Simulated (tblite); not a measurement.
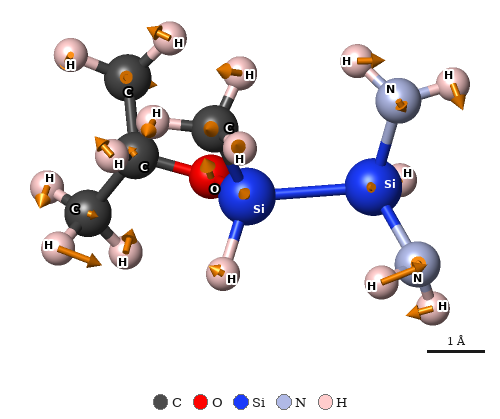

This is a relaxation of C₄H₁₆N₂OSi₂. The starting structure is drawn; orange arrows show the displacements, at their true length. The two geometries are superimposed by the best rigid fit.

Style: ball-and-stick. Shown from a free direction.

All numbers below come from tblite 0.8.0, GFN2-xTB geometry optimisation, gas phase. 

Which element moves most?

Hydrogen: up to 0.88 Å, against 0.51 Å for oxygen.

What happened in the run?

Over 141 geometry steps the energy falls by 1.080 eV. The atom that moves furthest after the best rigid fit is an H atom (0.88 Å). Largest moves by element: H 0.88 Å, O 0.51 Å, C 0.43 Å, N 0.37 Å, Si 0.27 Å. Among the contacts that change: O–Si 1.711 → 1.627 Å, N–Si 1.806 → 1.731 Å, C–Si 1.847 → 1.914 Å, Si–Si 2.236 → 2.292 Å. Bond angles that change, for instance: C–O–Si 113.5° → 129.6°, Si–N–H 106.4° → 118.1°, N–Si–H 111.8° → 101.1°. Groups turn about C–C by about 45°, N–Si by about 40°, C–O by about 25°. The run took 1.7 s on 1 thread of Arm Neoverse V1 (shared host).
